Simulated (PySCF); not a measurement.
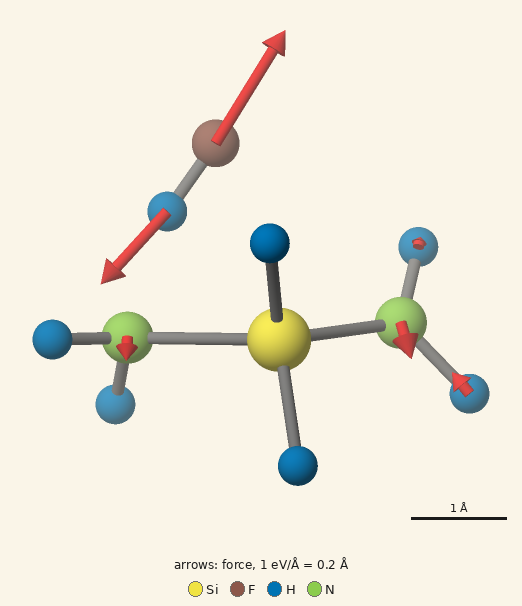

Starting geometry of SiN$_{2}$H$_{7}$F (started from a transition state, displaced along its imaginary mode) with the computed forces as red arrows. The picture is a ball-and-stick view, seen at a tilt.

The calculation used RKS PBE0-D4/def2-TZVP, density fitting (PySCF 2.14.0). 

What follows when this structure is relaxed?

Answer. It isn't relaxed: the largest force vector, on the F atom, is 7.05 eV/Å. The final displacements have little in common with the starting forces (cosine between the two patterns 0.10). The atom that moves furthest after the best rigid fit is the F atom (0.71 Å). Largest moves by element: F 0.71 Å, H 0.43 Å, Si 0.25 Å, N 0.16 Å. Some distances before and after: F–Si 2.489 → 3.312 Å, H–Si 2.141 → 2.621 Å, H–N 1.443 → 1.667 Å, F–H 0.881 → 0.963 Å. Bond angles that change, for instance: H–Si–N 108.3° → 114.9°, N–Si–N 112.4° → 106.0°, Si–N–H 126.1° → 120.4°. After 20 geometry steps the energy has fallen by 69.1 kJ/mol.
